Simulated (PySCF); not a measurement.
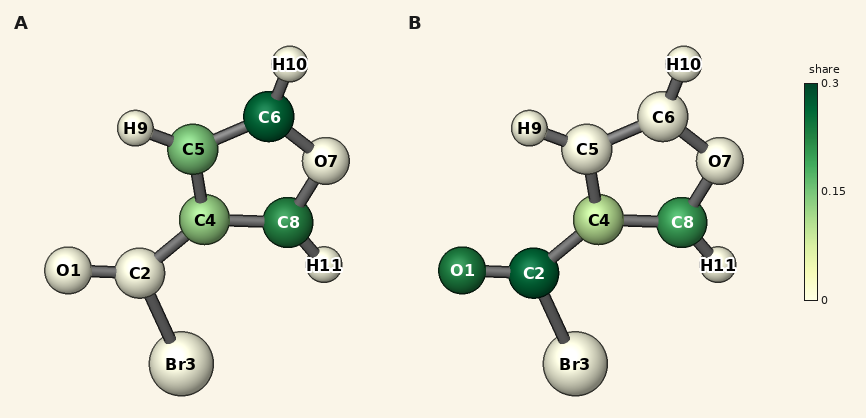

Each panel colours the atoms by their Löwdin share in one orbital (up to four of the largest shares; other atoms are shown as zero). Computed geometry: GFN2-xTB optimisation. No frequency run is at hand to confirm it as a minimum. Method: B3LYP/def2-SVPD (PySCF 2.14.0).

**The panels show the HOMO, LUMO, in some order. Which is which?**

A: HOMO, −7.48 eV; C6 0.26, C8 0.22, C5 0.15, C4 0.13
B: LUMO, −2.31 eV; C2 0.26, O1 0.23, C8 0.20, C4 0.10

The geometry is semi-empirical. Around Br such bond lengths and angles can be off by a tenth of an ångström or more and by several degrees, and values that hang on the shape move with them.
